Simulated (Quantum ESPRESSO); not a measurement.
**Grüneisen parameters and expansion of BP (F-43m)**

Wanted: mode Grüneisen parameters of BP and a free-energy fit over volumes.

Measurements to reproduce:
- volume expansion coefficient 9.6 1e-6/K near room temperature (given in “Thermal expansion coefficients of high thermal conducting BAs and BP materials (three times its linear coefficient)”, 2019, arxiv:1906.04101)

Calculated with Quantum ESPRESSO 7.5; DFT LDA, scalar-relativistic, plane waves, GBRV ultrasoft pseudopotentials.

## (1) The starting structure

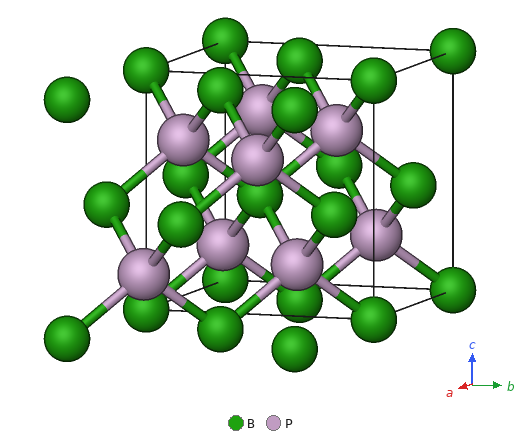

Start, viewed slightly off an axis; boron green, phosphorus pink. 2×1×1 cells are drawn. This picture shows the conventional cell, with its axes. Bonds to atoms that aren't drawn are left out. Some periodic images of atoms are drawn too.

## (2) A first coarse run

Before spending time, one coarse run tells the gap and the pressure of the starting cell.

probe.in

```
 &control
    calculation='scf',
    prefix='x',
    outdir='./tmp',
    pseudo_dir='./pseudo',
    tprnfor=.true.,
    tstress=.true.,
    verbosity='high',
 /
 &system
    ibrav=0,
    nat=2,
    ntyp=2,
    ecutwfc=30.0,
    ecutrho=180.0,
    occupations='smearing',
    smearing='gaussian',
    degauss=0.01,
 /
 &electrons
    conv_thr=1.0d-07,
    mixing_beta=0.7,
    electron_maxstep=100,
 /
ATOMIC_SPECIES
 B      10.8100  B.upf
 P      30.9738  P.upf
CELL_PARAMETERS angstrom
     0.000000000    2.269000000    2.269000000
     2.269000000    0.000000000    2.269000000
     2.269000000    2.269000000    0.000000000
ATOMIC_POSITIONS crystal
 B      0.000000000   0.000000000   0.000000000
 P      0.250000000   0.250000000   0.250000000
K_POINTS automatic
 6 6 6 0 0 0
```

Launch:

```
$ OMP_NUM_THREADS=1 mpirun -n 4 pw.x -nk 4 -in probe.in > probe.out
```

Log:

```text
Program PWSCF v.7.5

     This program is part of the open-source Quantum ESPRESSO suite
     for quantum simulation of materials; please cite
         "P. Giannozzi et al., J. Phys.:Condens. Matter 21 395502 (2009);
         "P. Giannozzi et al., J. Phys.:Condens. Matter 29 465901 (2017);
         "P. Giannozzi et al., J. Chem. Phys. 152 154105 (2020);
     in publications or presentations arising from this work. More details at

     Message from routine setup:
     using ibrav=0 with symmetry is DISCOURAGED, use correct ibrav instead

     G-vector sticks info
     --------------------
     sticks:   dense  smooth     PW     G-vecs:    dense   smooth      PW
     Sum         451     301    109                 6375     3479     725

     Using Slab Decomposition

     bravais-lattice index     =            0
     lattice parameter (alat)  =       6.0638  a.u.
     unit-cell volume          =     157.6631 (a.u.)^3
     number of atoms/cell      =            2
     number of atomic types    =            2
     number of electrons       =         8.00
     number of Kohn-Sham states=            8
     kinetic-energy cutoff     =      30.0000  Ry
     charge density cutoff     =     180.0000  Ry
     scf convergence threshold =      1.0E-07
     mixing beta               =       0.7000
     number of iterations used =            8  plain     mixing
     Exchange-correlation=  SLA  PZ   NOGX NOGC
                           (   1   1   0   0   0   0   0)

     celldm(1)=   6.063849  celldm(2)=   0.000000  celldm(3)=   0.000000
     celldm(4)=   0.000000  celldm(5)=   0.000000  celldm(6)=   0.000000

     crystal axes: (cart. coord. in units of alat)
               a(1) = (   0.000000   0.707107   0.707107 )
               a(2) = (   0.707107   0.000000   0.707107 )
               a(3) = (   0.707107   0.707107   0.000000 )

     reciprocal axes: (cart. coord. in units 2 pi/alat)
               b(1) = ( -0.707107  0.707107  0.707107 )
               b(2) = (  0.707107 -0.707107  0.707107 )
               b(3) = (  0.707107  0.707107 -0.707107 )

     PseudoPot. # 1 for B  read from file:
     ./pseudo/B.upf
     Pseudo is Ultrasoft + core correction, Zval =  3.0
     Using radial grid of  781 points,  4 beta functions with:
                l(1) =   0
                l(2) =   0
                l(3) =   1
                l(4) =   1
     Q(r) pseudized with  8 coefficients,  rinner =    1.100   1.100   1.100

     PseudoPot. # 2 for P  read from file:
     ./pseudo/P.upf
     Pseudo is Ultrasoft + core correction, Zval =  5.0
     Using radial grid of  903 points,  6 beta functions with:
                l(1) =   0
                l(2) =   0
                l(3) =   1
                l(4) =   1
                l(5) =   2
                l(6) =   2
     Q(r) pseudized with  8 coefficients,  rinner =    1.300   1.300   1.300
                                                       1.300   1.300

     atomic species   valence    mass     pseudopotential
     B                 3.00    10.81000     B ( 1.00)
     P                 5.00    30.97380     P ( 1.00)

     24 Sym. Ops. (no inversion) found

                                    s                        frac. trans.

      isym =  1     identity

 cryst.   s( 1) = (     1          0          0      )
                  (     0          1          0      )
                  (     0          0          1      )

 cart.    s( 1) = (  1.0000000 -0.0000000  0.0000000 )
                  ( -0.0000000  1.0000000  0.0000000 )
                  ( -0.0000000  0.0000000  1.0000000 )

      isym =  2     180 deg rotation - cart. axis [0,0,1]

 cryst.   s( 2) = (     0          1         -1      )
                  (     1          0         -1      )
                  (     0          0         -1      )

 cart.    s( 2) = ( -1.0000000  0.0000000  0.0000000 )
                  (  0.0000000 -1.0000000  0.0000000 )
                  (  0.0000000 -0.0000000  1.0000000 )

      isym =  3     180 deg rotation - cart. axis [0,1,0]

 cryst.   s( 3) = (     0         -1          1      )
                  (     0         -1          0      )
                  (     1         -1          0      )

 cart.    s( 3) = ( -1.0000000 -0.0000000 -0.0000000 )
                  (  0.0000000  1.0000000 -0.0000000 )
                  (  0.0000000  0.0000000 -1.0000000 )

      isym =  4     180 deg rotation - cart. axis [1,0,0]

 cryst.   s( 4) = (    -1          0          0      )
                  (    -1          0          1      )
                  (    -1          1          0      )

 cart.    s( 4) = (  1.0000000  0.0000000 -0.0000000 )
                  ( -0.0000000 -1.0000000 -0.0000000 )
                  ( -0.0000000 -0.0000000 -1.0000000 )

      isym =  5     120 deg rotation - cart. axis [-1,-1,-1]

 cryst.   s( 5) = (     0          0          1      )
[...]
cart.    s( 5) = (  0.0000000  1.0000000 -0.0000000 )
[...]
isym =  6     120 deg rotation - cart. axis [-1,1,1]

 cryst.   s( 6) = (     1         -1          0      )
[...]
cart.    s( 6) = ( -0.0000000 -1.0000000 -0.0000000 )
[...]
isym =  7     120 deg rotation - cart. axis [1,1,-1]

 cryst.   s( 7) = (    -1          1          0      )
[...]
cart.    s( 7) = ( -0.0000000  1.0000000  0.0000000 )
[...]
isym =  8     120 deg rotation - cart. axis [1,-1,1]

 cryst.   s( 8) = (     0          0         -1      )
[...]
cart.    s( 8) = (  0.0000000 -1.0000000  0.0000000 )
[...]
isym =  9     120 deg rotation - cart. axis [1,1,1]

 cryst.   s( 9) = (     0          1          0      )
[...]
cart.    s( 9) = ( -0.0000000  0.0000000  1.0000000 )
[...]
isym = 10     120 deg rotation - cart. axis [-1,1,-1]

 cryst.   s(10) = (    -1          0          1      )
[...]
cart.    s(10) = (  0.0000000 -0.0000000  1.0000000 )
[...]
isym = 11     120 deg rotation - cart. axis [1,-1,-1]

 cryst.   s(11) = (     1          0         -1      )
[...]
cart.    s(11) = (  0.0000000  0.0000000 -1.0000000 )
[...]
isym = 12     120 deg rotation - cart. axis [-1,-1,1]

 cryst.   s(12) = (     0         -1          0      )
[...]
cart.    s(12) = ( -0.0000000 -0.0000000 -1.0000000 )
[...]
isym = 13     inv. 180 deg rotation - cart. axis [1,1,0]

[...]
occupation numbers
     1.0000   1.0000   1.0000   1.0000   0.0000   0.0000   0.0000   0.0000

          k = 0.1179 0.1179-0.1179 (   438 PWs)   bands (ev):

    -5.8852   6.1991   8.3603   8.3603  12.9992  13.2920  13.2920  17.6250

     occupation numbers
     1.0000   1.0000   1.0000   1.0000   0.0000   0.0000   0.0000   0.0000

          k = 0.2357 0.2357-0.2357 (   425 PWs)   bands (ev):

    -4.4680   2.3128   7.5608   7.5608  12.8934  13.8339  13.8339  18.9537

     occupation numbers
     1.0000   1.0000   1.0000   1.0000   0.0000   0.0000   0.0000   0.0000

          k =-0.3536-0.3536 0.3536 (   434 PWs)   bands (ev):

    -3.0516   0.0043   7.2726   7.2726  12.7839  13.6856  13.6856  18.9428

     occupation numbers
     1.0000   1.0000   1.0000   1.0000   0.0000   0.0000   0.0000   0.0000

          k = 0.2357 0.0000-0.0000 (   447 PWs)   bands (ev):

    -5.7186   7.1179   7.2919   7.2919  11.4095  14.8312  14.8312  15.8419

     occupation numbers
     1.0000   1.0000   1.0000   1.0000   0.0000   0.0000   0.0000   0.0000

          k = 0.3536 0.1179-0.1179 (   442 PWs)   bands (ev):

    -4.5960   3.7342   6.4966   6.5103  11.9056  15.1441  15.5877  15.8971

     occupation numbers
     1.0000   1.0000   1.0000   1.0000   0.0000   0.0000   0.0000   0.0000

          k =-0.2357-0.4714 0.4714 (   440 PWs)   bands (ev):

    -2.9045   0.7101   5.4545   6.4500  12.2478  15.3238  15.4127  17.8473

     occupation numbers
     1.0000   1.0000   1.0000   1.0000   0.0000   0.0000   0.0000   0.0000

          k =-0.1179-0.3536 0.3536 (   438 PWs)   bands (ev):

    -3.4561   1.5538   5.0022   7.1351  12.9085  14.7780  15.2591  18.7512

     occupation numbers
     1.0000   1.0000   1.0000   1.0000   0.0000   0.0000   0.0000   0.0000

          k = 0.0000-0.2357 0.2357 (   441 PWs)   bands (ev):

[...]
occupation numbers
[...]
k = 0.4714 0.0000-0.0000 (   444 PWs)   bands (ev):

[...]
occupation numbers
[...]
k =-0.1179-0.5893 0.5893 (   435 PWs)   bands (ev):

[...]
occupation numbers
[...]
k =-0.0000-0.4714 0.4714 (   443 PWs)   bands (ev):

[...]
occupation numbers
[...]
k =-0.7071 0.0000 0.0000 (   444 PWs)   bands (ev):

    -1.5547   0.5303   4.9113   4.9113  10.3177  10.5590  20.9731  20.9731

     occupation numbers
     1.0000   1.0000   1.0000   1.0000   0.0000   0.0000   0.0000   0.0000

          k =-0.2357-0.4714 0.7071 (   431 PWs)   bands (ev):

    -3.2480   2.5541   4.0130   5.7565  12.9616  14.4469  15.4594  18.4311

     occupation numbers
     1.0000   1.0000   1.0000   1.0000   0.0000   0.0000   0.0000   0.0000

          k =-0.1179-0.3536 0.5893 (   434 PWs)   bands (ev):

    -1.9466   0.9630   3.5268   5.0377  13.4395  14.6748  17.5195  18.0925

     occupation numbers
     1.0000   1.0000   1.0000   1.0000   0.0000   0.0000   0.0000   0.0000

          k =-0.7071 0.2357 0.0000 (   438 PWs)   bands (ev):

    -1.3504   0.9050   3.7100   3.8238  12.7947  13.3646  18.0686  18.6803

     occupation numbers
     1.0000   1.0000   1.0000   1.0000   0.0000   0.0000   0.0000   0.0000

     the Fermi energy is     9.6451 ev

!    total energy              =     -22.00695605 Ry
     estimated scf accuracy    <       0.00000001 Ry
     smearing contrib. (-TS)   =      -0.00000000 Ry
     internal energy E=F+TS    =     -22.00695605 Ry

     The total energy is F=E-TS. E is the sum of the following terms:
     one-electron contribution =       6.69772027 Ry
     hartree contribution      =       1.26162090 Ry
     xc contribution           =      -8.98305765 Ry
     ewald contribution        =     -20.98323957 Ry

     convergence has been achieved in   6 iterations

     Forces acting on atoms (cartesian axes, Ry/au):

     atom    1 type  1   force =     0.00000000   -0.00000000   -0.00000000
     atom    2 type  2   force =    -0.00000000    0.00000000    0.00000000
     The non-local contrib.  to forces
     atom    1 type  1   force =     0.00000000    0.00000000    0.00000000
     atom    2 type  2   force =    -0.00000000    0.00000000   -0.00000000
     The ionic contribution  to forces
     atom    1 type  1   force =     0.00000000   -0.00000000   -0.00000000
     atom    2 type  2   force =    -0.00000000   -0.00000000   -0.00000000
     The local contribution  to forces
     atom    1 type  1   force =    -0.00000000   -0.00000000   -0.00000000
     atom    2 type  2   force =     0.00000000    0.00000000    0.00000000
     The core correction contribution to forces
     atom    1 type  1   force =     0.00000000   -0.00000000    0.00000000
     atom    2 type  2   force =     0.00000000    0.00000000   -0.00000000
     The Hubbard contrib.    to forces
     atom    1 type  1   force =     0.00000000    0.00000000    0.00000000
     atom    2 type  2   force =     0.00000000    0.00000000    0.00000000
     The SCF correction term to forces
     atom    1 type  1   force =     0.00000000   -0.00000000   -0.00000000
     atom    2 type  2   force =    -0.00000000    0.00000000   -0.00000000

     Total force =     0.000000     Total SCF correction =     0.000000

     Computing stress (Cartesian axis) and pressure

          total   stress  (Ry/bohr**3)                   (kbar)     P=      -55.55
  -0.00037762   0.00000000  -0.00000000          -55.55        0.00       -0.00
   0.00000000  -0.00037762  -0.00000000            0.00      -55.55       -0.00
  -0.00000000  -0.00000000  -0.00037762           -0.00       -0.00      -55.55

     kinetic stress (kbar)   5534.42      0.00      0.00
                                0.00   5534.42      0.00
                                0.00      0.00   5534.42

     local   stress (kbar)   -877.91      0.00      0.00
                                0.00   -877.91     -0.00
                                0.00     -0.00   -877.91

     nonloc. stress (kbar)   3387.94     -0.00     -0.00
                               -0.00   3387.94      0.00
                               -0.00      0.00   3387.94

     hartree stress (kbar)    392.38     -0.00     -0.00
                               -0.00    392.38      0.00
                               -0.00      0.00    392.38

     exc-cor stress (kbar)   1180.40      0.00      0.00
                                0.00   1180.40      0.00
                                0.00      0.00   1180.40

     corecor stress (kbar)  -3146.76      0.00      0.00
                                0.00  -3146.76     -0.00
                                0.00     -0.00  -3146.76

     ewald   stress (kbar)  -6526.03      0.00      0.00
                                0.00  -6526.03      0.00
                                0.00      0.00  -6526.03

     hubbard stress (kbar)      0.00      0.00      0.00
                                0.00      0.00      0.00
                                0.00      0.00      0.00

     DFT-D   stress (kbar)      0.00      0.00      0.00
[...]
XDM     stress (kbar)      0.00      0.00      0.00
[...]
dft-nl  stress (kbar)      0.00      0.00      0.00
                                0.00      0.00      0.00
                                0.00      0.00      0.00

     TS-vdW  stress (kbar)      0.00      0.00      0.00
                                0.00      0.00      0.00
                                0.00      0.00      0.00

     MDB     stress (kbar)      0.00      0.00      0.00
                                0.00      0.00      0.00
                                0.00      0.00      0.00

     3D-RISM stress (kbar)      0.00      0.00      0.00
                                0.00      0.00      0.00
                                0.00      0.00      0.00

     Writing all to output data dir ./tmp/x.save/ :
     XML data file, charge density, pseudopotentials, collected wavefunctions

   JOB DONE.
```

Run time: 2.9 s. Hardware: 4 MPI ranks of Intel Xeon Platinum 8175M at 2.50GHz (Skylake/Cascade Lake), shared host.

A gap read on the k-mesh alone can miss the band edges.

This step gave:

```
volume per atom   : 11.68 Å³
pressure          : -5.555 GPa
gap on the k-mesh : 1.293 eV
```

The start is under -5.6 GPa at this level and looks like an insulator or semiconductor on this mesh.

(Continued in part 2 of 8.)

[Logs are printed without paths, hosts, clocks, repeated set-up lines and the standing remarks that a program may print on its own settings, such as how far it seeks lower states.]

[Hosts, paths, dates, database ids (printed as entryN), source tags and the programs' standing remarks are cut or masked in the printed files.]

[A step with changed settings may run another functional than the one named; its input shows which.]

[Of the runs on displaced cells, only some may be shown.]
